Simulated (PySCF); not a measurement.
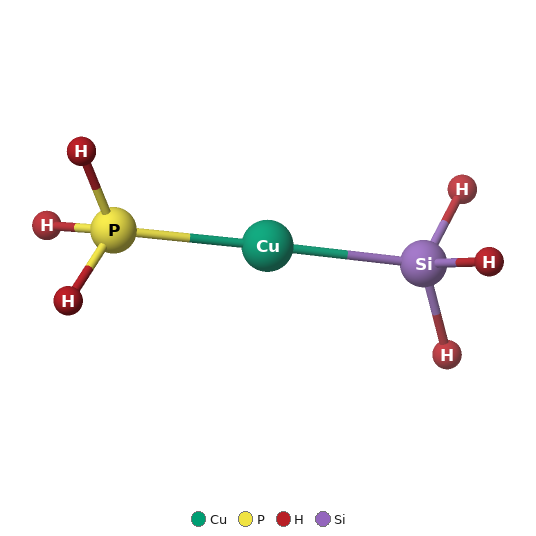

Charge 0, singlet. The geometry was computed by an optimisation with PBE0-D3(BJ)/def2-SVP. No frequency run is at hand to confirm it as a minimum.

Question. What is the coordination number of the metal, and which atoms bind to it?

Answer. Cu binds 2 atoms: 1 P at 2.26 Å, 1 Si at 2.30 Å. The arrangement is linear.

Question. What are the formal oxidation state of the metal and its number of d electrons?

Answer. Cu(I), d¹⁰, counting the ligands as closed-shell ions or neutral donors.
